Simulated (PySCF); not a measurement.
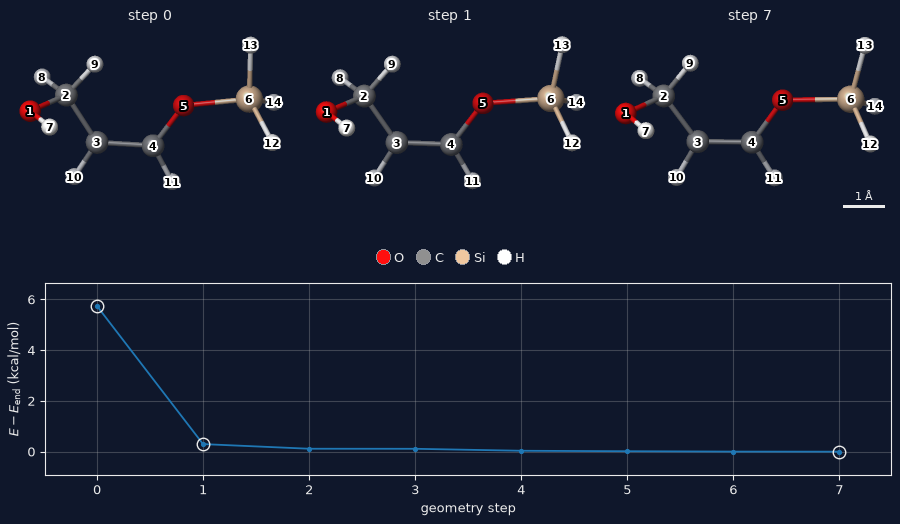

Frames of a relaxation of C3H8O2Si, marked on the history of the run. A ball-and-stick model, seen at a tilt.

The start comes from GFN2-xTB. Its atoms were then displaced at random by about 0.01 Å.

Method: PBE0-D3(BJ)/def2-SVP geometry optimisation, gas phase in PySCF 2.14.0, density-fitted response routines. 

What happens along the run?

Answer. Over 7 geometry steps the energy falls by 5.74 kcal/mol. H13 moves most after the best rigid fit: 0.36 Å. By element the largest moves are H 0.36 Å, O 0.14 Å, C 0.09 Å, Si 0.04 Å. Near-neighbour distances that change, for instance: O5–Si6 1.630 → 1.678 Å, C3–C4 1.381 → 1.337 Å, Si6–H14 1.452 → 1.494 Å, C4–O5 1.322 → 1.354 Å. Bond angles that change, for instance: O5–Si6–H13 98.3° → 105.7°, C4–O5–Si6 131.7° → 125.7°, H13–Si6–H14 114.8° → 110.9°. The run took 54 s on 1 thread of Arm Neoverse V1, on a shared host. From step 0 to 1: H13 moves most (0.28 Å), energy −5.44 kcal/mol. From step 1 to 7: H14 moves most (0.10 Å), energy −0.30 kcal/mol.

```tsv
step	E − E(0), kcal/mol
0	0.00
1	-5.44
2	-5.63
3	-5.63
4	-5.70
5	-5.72
6	-5.74
7	-5.74
```
